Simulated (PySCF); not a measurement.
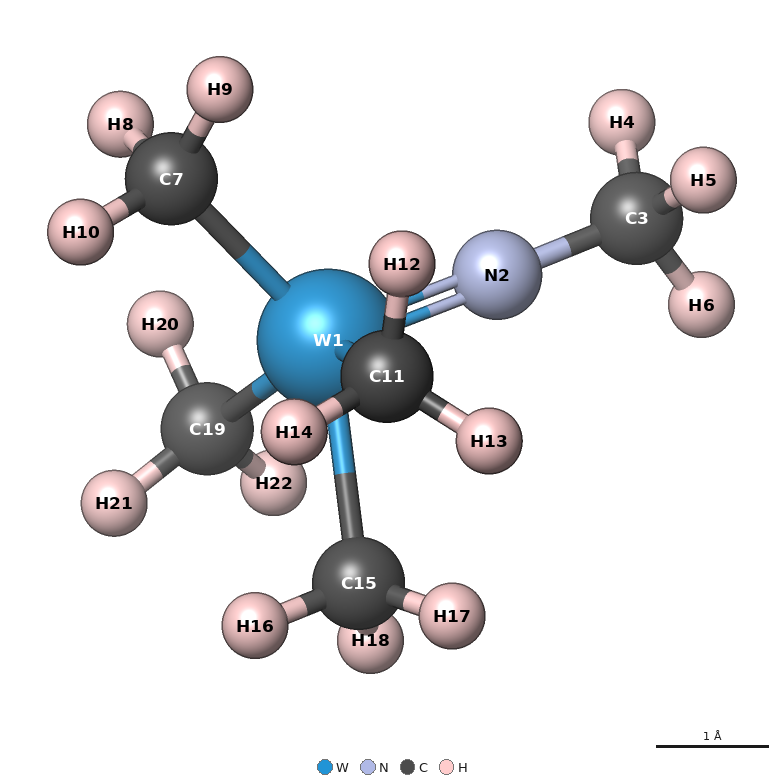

Atoms carry their numbers in the input. Charge 0, singlet. The geometry was computed by an optimisation with PBE0-D3(BJ)/def2-SVP. No frequency run is at hand to confirm it as a minimum.

List the bonds and their lengths. Leave out bonds to hydrogen.

```
  bond  length (Å)
 W1–N2       1.730
 W1–C7       2.149
W1–C11       2.167
W1–C15       2.203
W1–C19       2.133
 N2–C3       1.414
```
